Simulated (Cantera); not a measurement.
Input: 1 mol BCl3, 2.1 mol H2O, 2.2 mol H2, equilibrated at 87.0 Pa.

Equilibrium computed with Cantera from the NASA thermochemical tables; the gas is ideal and each condensed phase is pure. Candidate condensed phases: B, B2O3, B3O3H3, H2O; 33 gas species. The tables' values for BOCl are old estimates; treat these amounts as uncertain. Equilibrium is a limit: real reactors are often held back by kinetics, nucleation or transport.

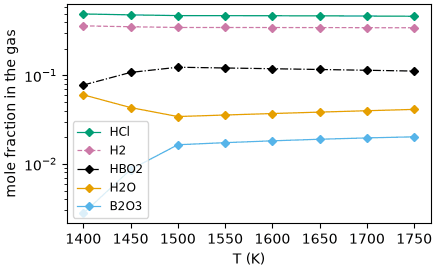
Fig. 1. Equilibrium gas composition (values under 1e-9 drawn at 1e-9)

From 1400 K to 1450 K the condensed part is B2O3(l). From 1500 K to 1750 K nothing is condensed. The main B-bearing gas is HBO2 throughout.
